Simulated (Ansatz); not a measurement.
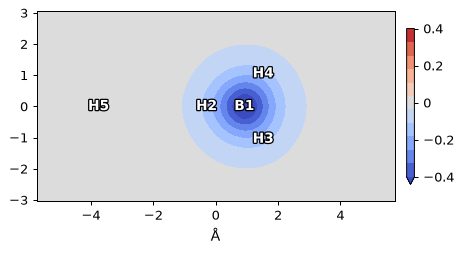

Figure. BH3···H (doublet). The LUMO (α) on a plane 0.8 Å above the molecular plane (values in Å⁻³ᐟ²; the overall sign is arbitrary).

Method: UKS BLYP/def2-SVP (Ansatz 0.2.0).

Input

```
crystal:
  periodic: [false, false, false]
  atoms:
    - { symbol: B, position_ang: [0.0, 4.0e-06, -0.083448] }
    - { symbol: H, position_ang: [1.0e-06, 3.0e-06, 1.11943] }
    - { symbol: H, position_ang: [1.050788, -2.0e-06, -0.684473] }
    - { symbol: H, position_ang: [-1.050788, -2.0e-06, -0.684471] }
    - { symbol: H, position_ang: [-1.0e-06, -2.0e-06, 2.982963] }
magnetization:
  spin_polarized: true
  initial_magnetization: 1
basis:
  gaussian: { orbitals: def2-SVP }
hamiltonian:
  xc: blyp
relax:
  f_tol: 0.03
  max_steps: 50
output:
  orbitals: {}
```

Run with:

```sh
ansatz run input.yaml --threads 1 --pin off --max-ram 2048MiB --backend cpu --events-out ev --progress --plain --runs-dir out
```

The fields are those of the run's last geometry, not of the input's.

Describe this orbital and give its energy.

Answer. Its weight (Hirshfeld) is mainly on B1 (about 75 %), H3 (about 10 %), H4 (about 10 %) and H2 (about 10 %); it changes sign across the molecular plane (π type). Its energy is −2.83 eV.
